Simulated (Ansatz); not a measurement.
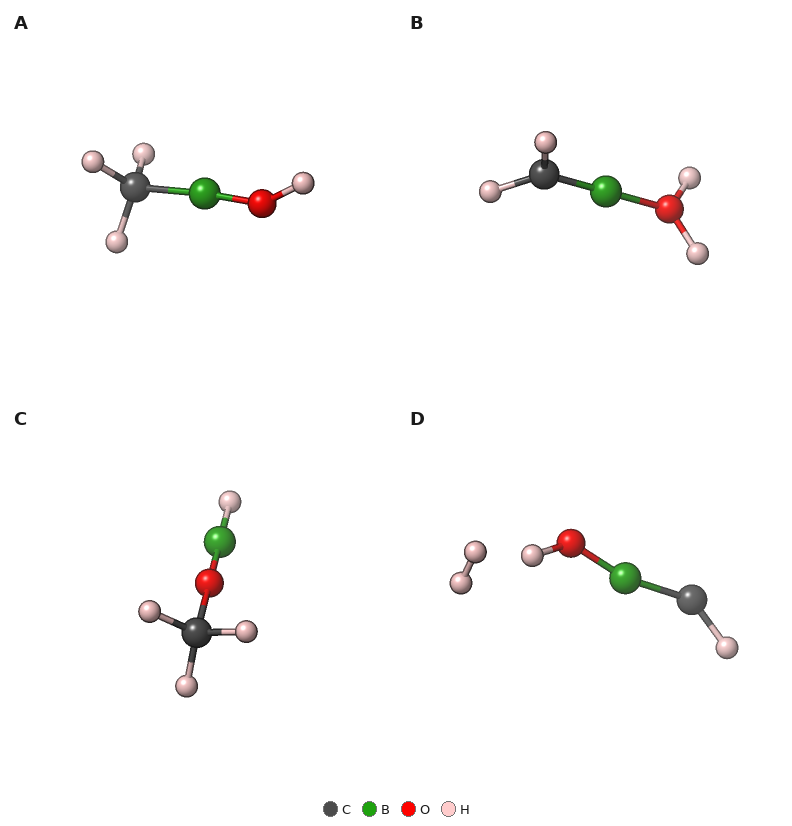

4 stationary structures of one formula. The species has charge +1 and is a spin singlet. Geometries: PBE0-D4/def2-TZVP. Electronic energies: RHF-CCSD(T) (frozen core)/def2-TZVPP (Ansatz 0.2.0), without zero-point energy. No frequency run is at hand to confirm each as a minimum. Each is one conformer, not always the lowest.

**Which structure is the most stable?**

A is lowest (Cs); C lies 1.097 eV above it (C3v), B lies 3.108 eV above it (C2v), D lies 5.695 eV above it.
